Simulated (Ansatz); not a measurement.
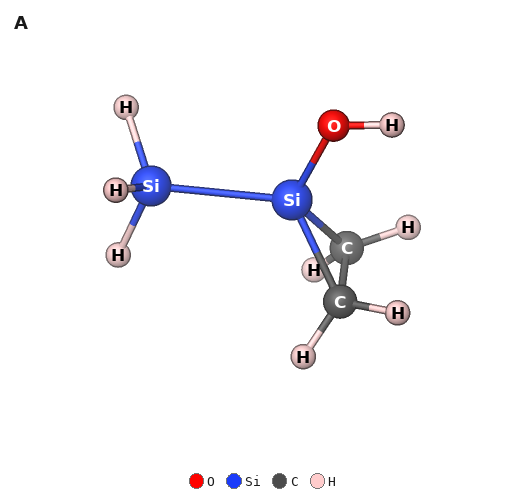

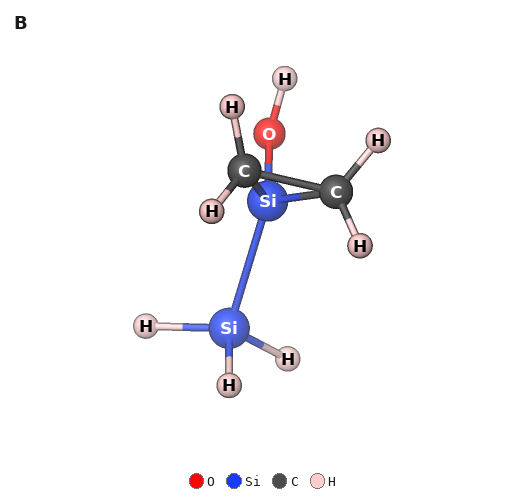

Atoms fade into the background with distance from the viewer. The geometry was computed by an optimisation with PBE0-D4/def2-TZVP. No frequency run is at hand to confirm it as a minimum.

Can A be turned into B by a rotation alone?

Yes. They are the same structure, C2H8OSi2 (O[Si]1([SiH3])CC1), seen from two directions. With point group Cs it is achiral, so its mirror image would be the same too.
